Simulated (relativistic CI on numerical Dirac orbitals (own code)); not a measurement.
**Au LXXVIII (Au⁷⁷⁺): levels and lines**

What are the lowest levels and the strongest lines of Au⁷⁷⁺? One CI run answers it; runs with one setting changed show what the result hangs on.

Program: relativistic CI on numerical Dirac orbitals (own code) version 2. Level of theory: Dirac-Coulomb-Breit CI, KLI orbitals optimised for each configuration, model QED (radiative potential, 1s self-energy scaled to tabulated hydrogen-like ionisation energies). These are calculated values, not measurements, unless marked.

**1. The system**

```
ion                       : Au⁷⁷⁺ (Au LXXVIII)
nuclear charge            : 79
electrons                 : 2
isotope                   : A = 197
first configuration typed : 1s2
```

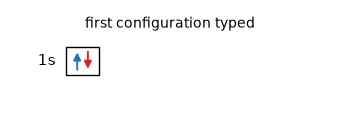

Outer shells as boxes.

**2. CI with the chosen configurations**

Settings of the run:

```ini
atom Au  Z=79  charge=77  electrons=2
nucleus A=197  rms_radius_fm=5.4371
hamiltonian dirac-coulomb  breit=on  qed=on  c_scale=1
orbitals kli  potential=per-configuration
slater_scale 1
correlation none
mixing on
configurations
  1s2
  1s 2s
  1s 2p
  1s 3s
  1s 3p
  1s 3d
  1s 4s
  1s 4p
  1s 4d
  1s 4f
  1s 5s
  1s 5p
  1s 5d
  1s 5f
  1s 5g
  1s 6s
  1s 6p
  1s 6d
  2s2
end
```

The program writes no log. Results of the run, from its result record (rounded, main fields):

```text
{
  "status": "converged",
  "levels [i, E_cm, J2, conf, term, w_term, jj, w_jj, g, tau_s, breit_cm, qed_cm]": [
    [0, 0, 0, "1s2", "1S", 1, "closed", 1, "-", "-", 0, 0],
    [1, 5.4920491e+08, 2, "1s 2s", "3S", 1, "1s 2s", 1, 1.85, 4.592e-14, -1.593e+06, -1.006e+06],
    [2, 5.5021844e+08, 2, "1s 2p", "3P*", 0.673, "1s 2p1/2", 1, 1.185, 6.255e-17, -1.576e+06, -1.2e+06],
    [3, 5.5062451e+08, 0, "1s 2s", "1S", 0.9999, "1s 2s", 0.9999, "-", "-", -1.255e+06, -1.006e+06],
    [4, 5.5065736e+08, 0, "1s 2p", "3P*", 1, "1s 2p1/2", 1, "-", "-", -9.405e+05, -1.2e+06],
    [5, 5.6735707e+08, 4, "1s 2p", "3P*", 1, "1s 2p3/2", 1, 1.407, 1.351e-14, -1.557e+06, -1.188e+06],
    [6, 5.6779389e+08, 2, "1s 2p", "1P*", 0.673, "1s 2p3/2", 0.9999, 1.17, 3.465e-17, -1.473e+06, -1.188e+06],
    [7, 6.5634477e+08, 2, "1s 3s", "3S", 1, "1s 3s", 1, 1.867, 2.177e-15, -1.592e+06, -1.164e+06],
    [8, 6.5661198e+08, 2, "1s 3p", "3P*", 0.6733, "1s 3p1/2", 0.9999, 1.202, 2.042e-16, -1.587e+06, -1.221e+06],
    [9, 6.5672231e+08, 0, "1s 3s", "1S", 0.9999, "1s 3s", 0.9999, "-", 2.279e-15, -1.495e+06, -1.162e+06],
    [10, 6.5672595e+08, 0, "1s 3p", "3P*", 1, "1s 3p1/2", 1, "-", 9.372e-16, -1.421e+06, -1.221e+06],
    [11, 6.6171805e+08, 4, "1s 3p", "3P*", 1, "1s 3p3/2", 1, 1.425, 1.374e-15, -1.583e+06, -1.217e+06],
    [12, 6.6179558e+08, 4, "1s 3d", "3D", 0.5993, "1s 3d3/2", 1, 1.024, 3.58e-16, -1.606e+06, -1.229e+06],
    [13, 6.6183732e+08, 2, "1s 3d", "3D", 1, "1s 3d3/2", 1, 0.535, 3.712e-16, -1.562e+06, -1.229e+06],
    [14, 6.6185038e+08, 2, "1s 3p", "1P*", 0.6733, "1s 3p3/2", 0.9999, 1.2, 1.123e-16, -1.554e+06, -1.217e+06],
    [15, 6.6321682e+08, 6, "1s 3d", "3D", 1, "1s 3d5/2", 1, 1.278, 4.193e-16, -1.601e+06, -1.226e+06],
    [16, 6.6324562e+08, 4, "1s 3d", "1D", 0.5993, "1s 3d5/2", 1, 1.086, 4.008e-16, -1.576e+06, -1.226e+06],
    [17, 6.9297574e+08, 2, "1s 4s", "3S", 1, "1s 4s", 1, 1.873, 3.314e-15, -1.591e+06, -1.202e+06],
    [18, 6.9308272e+08, 2, "1s 4p", "3P*", 0.6734, "1s 4p1/2", 0.9999, 1.208, 4.784e-16, -1.589e+06, -1.226e+06],
    [19, 6.9312801e+08, 0, "1s 4s", "1S", 0.9999, "1s 4s", 0.9999, "-", 3.394e-15, -1.551e+06, -1.201e+06],
    [20, 6.9312808e+08, 0, "1s 4p", "3P*", 1, "1s 4p1/2", 1, "-", 1.629e-15, -1.523e+06, -1.226e+06],
    [21, 6.9521847e+08, 4, "1s 4p", "3P*", 1, "1s 4p3/2", 1, 1.432, 2.252e-15, -1.588e+06, -1.224e+06],
    [22, 6.9525165e+08, 4, "1s 4d", "3D", 0.5998, "1s 4d3/2", 1, 1.031, 8.118e-16, -1.597e+06, -1.229e+06],
    [23, 6.9526918e+08, 2, "1s 4d", "3D", 1, "1s 4d3/2", 1, 0.5459, 8.492e-16, -1.578e+06, -1.229e+06],
    [24, 6.9527432e+08, 2, "1s 4p", "1P*", 0.6734, "1s 4p3/2", 0.9999, 1.211, 2.621e-16, -1.575e+06, -1.224e+06],
    [25, 6.9585503e+08, 6, "1s 4d", "3D", 1, "1s 4d5/2", 1, 1.285, 9.704e-16, -1.595e+06, -1.228e+06],
    [26, 6.9585663e+08, 6, "1s 4f", "3F*", 0.5699, "1s 4f5/2", 1, 0.9982, 1.836e-15, -1.594e+06, -1.229e+06],
    [27, 6.9586449e+08, 4, "1s 4f", "3F*", 1, "1s 4f5/2", 1, 0.6942, 1.838e-15, -1.586e+06, -1.229e+06],
    [28, 6.9586779e+08, 4, "1s 4d", "1D", 0.5998, "1s 4d5/2", 1, 1.095, 9.118e-16, -1.584e+06, -1.228e+06],
    [29, 6.9614723e+08, 8, "1s 4f", "3F*", 1, "1s 4f7/2", 1, 1.211, 1.912e-15, -1.593e+06, -1.229e+06],
    [30, 6.961529e+08, 6, "1s 4f", "1F*", 0.5699, "1s 4f7/2", 1, 1.055, 1.914e-15, -1.588e+06, -1.229e+06],
    [31, 7.0959507e+08, 2, "1s 5s", "3S", 1, "1s 5s", 1, 1.876, 5.357e-15, -1.591e+06, -1.215e+06],
    [32, 7.096482e+08, 2, "1s 5p", "3P*", 0.6734, "1s 5p1/2", 0.9999, 1.211, 9.26e-16, -1.59e+06, -1.227e+06],
    [33, 7.096707e+08, 0, "1s 5p", "3P*", 1, "1s 5p1/2", 1, "-", 2.803e-15, -1.557e+06, -1.227e+06],
    [34, 7.0967121e+08, 0, "1s 5s", "1S", 0.9999, "1s 5s", 0.9999, "-", 5.388e-15, -1.571e+06, -1.215e+06],
    "... 24 more rows left out ..."
  ],
  "lines, the strongest and those to the lowest levels [upper, lower, type, S_au, A_per_s, branching]": [
    [1, 0, "M1", 0.01462, 2.178e+13, 1],
    [2, 0, "E1", 0.0001421, 1.599e+16, 1],
    [5, 0, "M2", 4.434e-08, 5.838e+13, 0.789],
    [6, 0, "E1", 0.0002333, 2.884e+16, 0.9995],
    [8, 0, "E1", 1.998e-05, 3.82e+15, 0.7801],
    [11, 0, "M2", 7.496e-09, 2.13e+13, 0.02928],
    [12, 0, "E2", 3.334e-08, 9.482e+13, 0.03395],
    [14, 0, "E1", 4.185e-05, 8.195e+15, 0.9202],
    [15, 5, "E1", 0.00928, 2.366e+15, 0.9921],
    [16, 0, "E2", 4.104e-08, 1.18e+14, 0.04728],
    [21, 0, "M2", 2.599e-09, 9.455e+12, 0.02129],
    [22, 0, "E2", 1.492e-08, 5.43e+13, 0.04408],
    [28, 0, "E2", 1.881e-08, 6.874e+13, 0.06268],
    [36, 0, "E2", 7.482e-09, 3.04e+13, 0.04698],
    [40, 2, "E2", 4.161e-06, 7.166e+12, 0.02513],
    [42, 0, "E2", 9.558e-09, 3.892e+13, 0.06763],
    [54, 0, "E2", 4.266e-09, 1.838e+13, 0.0485],
    [58, 0, "E2", 5.493e-09, 2.37e+13, 0.07033]
  ],
  "n_levels_all": 60,
  "total_energy [Ha]": -6790.053992,
  "configurations [conf, odd, states, E_av_cm, breit_Ha, qed_Ha, corr_Ha]": [
    ["1s2", 0, 1, 5246.12, 7.271, 11.34, "-"],
    ["1s 2s", 0, 4, 5.49561e+08, 0.3768, 6.738, "-"],
    ["1s 2p", 1, 12, 5.6179e+08, 0.464, 5.893, "-"],
    ["1s 3s", 0, 4, 6.56438e+08, 0.1045, 6.019, "-"],
    ["1s 3p", 1, 12, 6.60059e+08, 0.1263, 5.77, "-"],
    ["1s 3d", 0, 20, 6.62662e+08, 0.004204, 5.731, "-"],
    ["1s 4s", 0, 4, 6.93013e+08, 0.04257, 5.846, "-"],
    ["1s 4p", 1, 12, 6.94524e+08, 0.05123, 5.743, "-"],
    ["1s 4d", 0, 20, 6.95619e+08, 0.00233, 5.727, "-"],
    ["1s 4f", 1, 28, 6.96026e+08, 2.821e-05, 5.724, "-"],
    ["1s 5s", 0, 4, 7.09614e+08, 0.0213, 5.785, "-"],
    ["1s 5p", 1, 12, 7.1038e+08, 0.02561, 5.733, "-"],
    ["1s 5d", 0, 20, 7.10938e+08, 0.001317, 5.725, "-"],
    ["1s 5f", 1, 28, 7.11146e+08, 2.327e-05, 5.724, "-"],
    "... 5 more rows left out ..."
  ],
  "radial 1s 2s [Ha, bohr]": {"<r^1>(1s)": 0.016705, "<r^2>(1s)": 0.00038511, "<r^4>(1s)": 4.0517e-07, "<r^1>(2s)": 0.066712, "<r^2>(2s)": 0.0053064, "<r^4>(2s)": 4.8346e-05, "G0(1s,2s)": 2.4715},
  "ionisation_energy [eV]": 91510.9
}
```

Run time: 1.2 s. Hardware: 1 thread, shared host.

The same levels in spectroscopic notation (° marks odd parity):

| level | energy (keV) | LS purity (%) | jj purity (%) | radiative lifetime (s) |
| --- | --- | --- | --- | --- |
| 1s2 1S0 | 0.000 | 100 | 100 | - |
| 1s 2s 3S1 | 68.093 | 100 | 100 | 4.6e-14 |
| 1s 2p [1s 2p1/2] J=1° | 68.218 | 67 | 100 | 6.3e-17 |
| 1s 2s 1S0 | 68.269 | 100 | 100 | - |
| 1s 2p 3P°0 | 68.273 | 100 | 100 | - |
| 1s 2p 3P°2 | 70.343 | 100 | 100 | 1.4e-14 |
| 1s 2p [1s 2p3/2] J=1° | 70.397 | 67 | 100 | 3.5e-17 |
| 1s 3s 3S1 | 81.376 | 100 | 100 | 2.2e-15 |
| 1s 3p [1s 3p1/2] J=1° | 81.410 | 67 | 100 | 2e-16 |
| 1s 3s 1S0 | 81.423 | 100 | 100 | 2.3e-15 |
| 1s 3p 3P°0 | 81.424 | 100 | 100 | 9.4e-16 |
| 1s 3p 3P°2 | 82.043 | 100 | 100 | 1.4e-15 |
| 1s 3d [1s 3d3/2] J=2 | 82.052 | 60 | 100 | 3.6e-16 |
| 1s 3d 3D1 | 82.057 | 100 | 100 | 3.7e-16 |

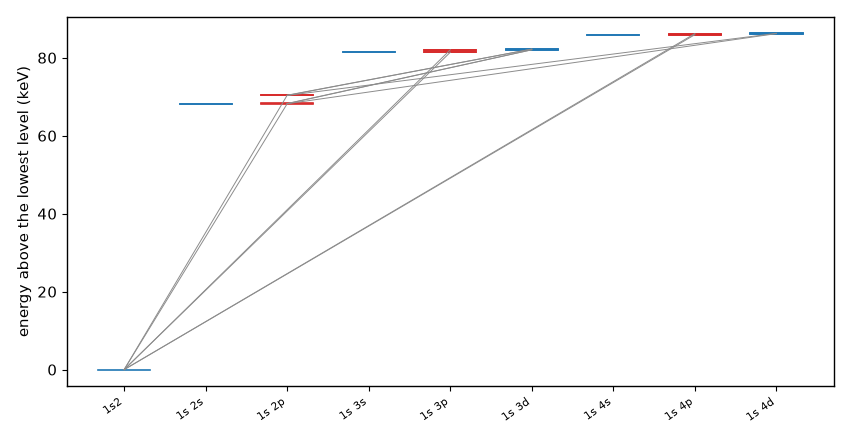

Levels by configuration, even parity blue and odd red; grey lines, where drawn, are strong E1 transitions.

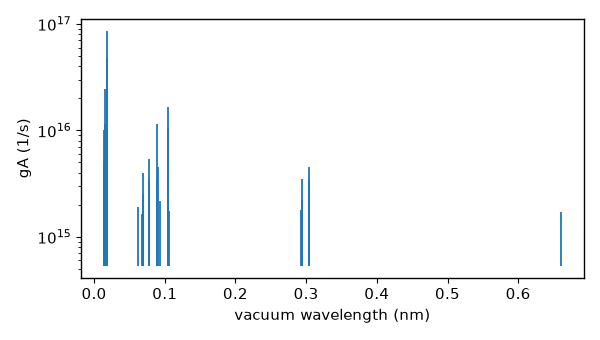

The strongest E1 lines among the lowest 59 of 60 levels, at the computed wavelengths.

The strongest allowed lines among the lowest 59 of 60 levels, ranked by gA:

| upper | lower | wavelength (nm) | A (1/s) |
| --- | --- | --- | --- |
| 1s 2p [1s 2p3/2] J=1° | 1s2 1S0 | 0.01761 | 2.88e+16 |
| 1s 2p [1s 2p1/2] J=1° | 1s2 1S0 | 0.01817 | 1.6e+16 |
| 1s 3p [1s 3p3/2] J=1° | 1s2 1S0 | 0.01511 | 8.19e+15 |
| 1s 3d 3D3 | 1s 2p 3P°2 | 0.1043 | 2.37e+15 |
| 1s 3p [1s 3p1/2] J=1° | 1s2 1S0 | 0.01523 | 3.82e+15 |
| 1s 3d [1s 3d3/2] J=2 | 1s 2p [1s 2p1/2] J=1° | 0.08962 | 2.28e+15 |
| 1s 3d [1s 3d5/2] J=2 | 1s 2p [1s 2p3/2] J=1° | 0.1048 | 2.12e+15 |
| 1s 4p [1s 4p3/2] J=1° | 1s2 1S0 | 0.01438 | 3.37e+15 |
| 1s 4d 3D3 | 1s 2p 3P°2 | 0.07782 | 7.68e+14 |
| 1s 5p [1s 5p3/2] J=1° | 1s2 1S0 | 0.01407 | 1.71e+15 |

**3. Slater integrals scaled by 0.9**

Settings: those of step 2 with these lines changed.

```diff
@@ -4,3 +4,3 @@
 orbitals kli  potential=per-configuration
-slater_scale 1
+slater_scale 0.9
 correlation none
```

From the record:

```text
{
  "status": "converged",
  "levels [i, E_cm, J2, conf, term, w_term, w_jj]": [
    [0, 0, 0, "1s2", "1S", 1, 1],
    [1, 5.4923196e+08, 2, "1s 2s", "3S", 1, 1],
    [2, 5.5021496e+08, 2, "1s 2p", "3P*", 0.6715, 1],
    [3, 5.5054308e+08, 0, "1s 2s", "1S", 0.9999, 0.9999],
    [4, 5.5067369e+08, 0, "1s 2p", "3P*", 1, 1],
    [5, 5.6736951e+08, 4, "1s 2p", "3P*", 1, 1],
    [6, 5.6777094e+08, 2, "1s 2p", "1P*", 0.6715, 1],
    [7, 6.563517e+08, 2, "1s 3s", "3S", 1, 1],
    [8, 6.5661075e+08, 2, "1s 3p", "3P*", 0.672, 1],
    [9, 6.5670126e+08, 0, "1s 3s", "1S", 0.9999, 0.9999],
    [10, 6.5672983e+08, 0, "1s 3p", "3P*", 1, 1],
    [11, 6.617218e+08, 4, "1s 3p", "3P*", 1, 1],
    [12, 6.6179542e+08, 4, "1s 3d", "3D", 0.5991, 1],
    [13, 6.6183739e+08, 2, "1s 3d", "3D", 1, 1],
    [14, 6.618438e+08, 2, "1s 3p", "1P*", 0.672, 1],
    [15, 6.6321691e+08, 6, "1s 3d", "3D", 1, 1],
    "... 43 more rows left out ..."
  ],
  "n_levels_all": 60,
  "total_energy [Ha]": -6790.0536891,
  "configurations [conf, odd, states, E_av_cm, breit_Ha, qed_Ha, corr_Ha]": [
    ["1s2", 0, 1, 5179.64, 7.271, 11.34, "-"],
    ["1s 2s", 0, 4, 5.49561e+08, 0.3768, 6.738, "-"],
    ["1s 2p", 1, 12, 5.6179e+08, 0.464, 5.893, "-"],
    ["1s 3s", 0, 4, 6.56438e+08, 0.1045, 6.019, "-"],
    ["1s 3p", 1, 12, 6.60058e+08, 0.1263, 5.77, "-"],
    ["1s 3d", 0, 20, 6.62662e+08, 0.004204, 5.731, "-"],
    ["1s 4s", 0, 4, 6.93013e+08, 0.04257, 5.846, "-"],
    ["1s 4p", 1, 12, 6.94524e+08, 0.05123, 5.743, "-"],
    ["1s 4d", 0, 20, 6.95619e+08, 0.00233, 5.727, "-"],
    ["1s 4f", 1, 28, 6.96025e+08, 2.821e-05, 5.724, "-"],
    ["1s 5s", 0, 4, 7.09614e+08, 0.0213, 5.785, "-"],
    ["1s 5p", 1, 12, 7.1038e+08, 0.02561, 5.733, "-"],
    ["1s 5d", 0, 20, 7.10938e+08, 0.001317, 5.725, "-"],
    ["1s 5f", 1, 28, 7.11146e+08, 2.327e-05, 5.724, "-"],
    "... 5 more rows left out ..."
  ],
  "ionisation_energy [eV]": 91510.9
}
```

Run time: 1.2 s. Hardware: 1 thread, shared host.

Shifts of the excitation energies against the main run, counted from its lowest level (keV):

| level | main run | shift |
| --- | --- | --- |
| 1s 2s 3S1 | 68.093 | +0.003 |
| 1s 2p [1s 2p1/2] J=1° | 68.218 | -0.000 |
| 1s 2s 1S0 | 68.269 | -0.010 |
| 1s 2p 3P°0 | 68.273 | +0.002 |
| 1s 2p 3P°2 | 70.343 | +0.002 |
| 1s 2p [1s 2p3/2] J=1° | 70.397 | -0.003 |
| 1s 3s 3S1 | 81.376 | +0.001 |
| 1s 3p [1s 3p1/2] J=1° | 81.410 | -0.000 |
| 1s 3s 1S0 | 81.423 | -0.003 |
| 1s 3p 3P°0 | 81.424 | +0.000 |
| 1s 3p 3P°2 | 82.043 | +0.000 |
| 1s 3d [1s 3d3/2] J=2 | 82.052 | -0.000 |

**4. The first 3 configurations alone**

Settings of the run:

```ini
atom Au  Z=79  charge=77  electrons=2
nucleus A=197  rms_radius_fm=5.4371
hamiltonian dirac-coulomb  breit=on  qed=on  c_scale=1
orbitals kli  potential=per-configuration
slater_scale 1
correlation none
mixing on
configurations
  1s2
  1s 2s
  1s 2p
end
```

From the record:

```text
{
  "status": "converged",
  "levels [i, E_cm, J2, conf, term, w_term, w_jj]": [
    [0, 0, 0, "1s2", "1S", 1, 1],
    [1, 5.4920312e+08, 2, "1s 2s", "3S", 1, 1],
    [2, 5.5021705e+08, 2, "1s 2p", "3P*", 0.673, 1],
    [3, 5.5063005e+08, 0, "1s 2s", "1S", 1, 1],
    [4, 5.506573e+08, 0, "1s 2p", "3P*", 1, 1],
    [5, 5.6735531e+08, 4, "1s 2p", "3P*", 1, 1],
    [6, 5.6779276e+08, 2, "1s 2p", "1P*", 0.673, 1]
  ],
  "n_levels_all": 7,
  "total_energy [Ha]": -6790.0458333,
  "configurations [conf, odd, states, E_av_cm, breit_Ha, qed_Ha, corr_Ha]": [
    ["1s2", 0, 1, 3455.51, 7.271, 11.34, "-"],
    ["1s 2s", 0, 4, 5.49559e+08, 0.3768, 6.738, "-"],
    ["1s 2p", 1, 12, 5.61789e+08, 0.464, 5.893, "-"]
  ]
}
```

Wall time 0.039 s (1 thread, shared host).

How the levels moved (keV, from the main run's lowest level): (levels that can't be paired are left out)

| level | main run | shift |
| --- | --- | --- |
| 1s 2s 3S1 | 68.093 | -0.000 |
| 1s 2p [1s 2p1/2] J=1° | 68.218 | -0.000 |
| 1s 2s 1S0 | 68.269 | +0.001 |
| 1s 2p 3P°0 | 68.273 | -0.000 |
| 1s 2p 3P°2 | 70.343 | -0.000 |
| 1s 2p [1s 2p3/2] J=1° | 70.397 | -0.000 |

**5. The first configuration alone**

Settings: those of step 4 with these lines changed.

```diff
@@ -9,4 +9,2 @@
   1s2
-  1s 2s
-  1s 2p
 end
```

From the record:

```text
{
  "status": "converged",
  "levels [i, E_cm, J2, conf, term, w_term, w_jj]": [
    [0, 0, 0, "1s2", "1S", 1, 1]
  ],
  "n_levels_all": 1,
  "total_energy [Ha]": -6790.0300888,
  "configurations [conf, odd, states, E_av_cm, breit_Ha, qed_Ha, corr_Ha]": [
    ["1s2", 0, 1, 0, 7.271, 11.34, "-"]
  ]
}
```

Run time: 0.015 s. Hardware: 1 thread, shared host.

**6. The runs side by side**

| run | time | mean size of shift, levels followed (cm⁻¹) | lowest level | ionisation energy (eV) |
| --- | --- | --- | --- | --- |
| main run | 1.2 s | 0 | 1s2 1S0 | 91511 |
| Slater integrals scaled by 0.9 | 1.2 s | 16725 | 1s2 1S0 | 91511 |
| the first 3 configurations alone | 0.039 s | 1943 | 1s2 1S0 | - |
| the first configuration alone | 0.015 s | - | 1s2 1S0 | - |

The tabulated theoretical ionisation energy (NIST) is 91515.8 eV.

**7. Summary of results**

| quantity | value |
| --- | --- |
| lowest level | 1s2 1S0 |
| first excitation | 1s 2s 3S1, 68.093 keV |
| lowest level of the other parity | 1s 2p [1s 2p1/2] J=1°, 68.218 keV |
| levels in the model | 60 |
| fastest E1 line (by rate) to the lowest level among the lowest 59 of 60 levels | 0.01761 nm, from 1s 2p [1s 2p3/2] J=1° |
| ionisation energy | 91511 eV |
| ionisation energy, tabulated theoretical (NIST) | 91515.8 eV |

1s2 1S0 comes out lowest; its LS label holds 100 % and its jj label 100 %; over the low levels the means are 89 and 100 %, so jj coupling describes them better. Against the tabulated theoretical ionisation energy the result lies 0.0054 % low. The largest mover is «Slater integrals scaled by 0.9» (16725 cm⁻¹ on average). Lifetimes count radiative decay inside the model alone.
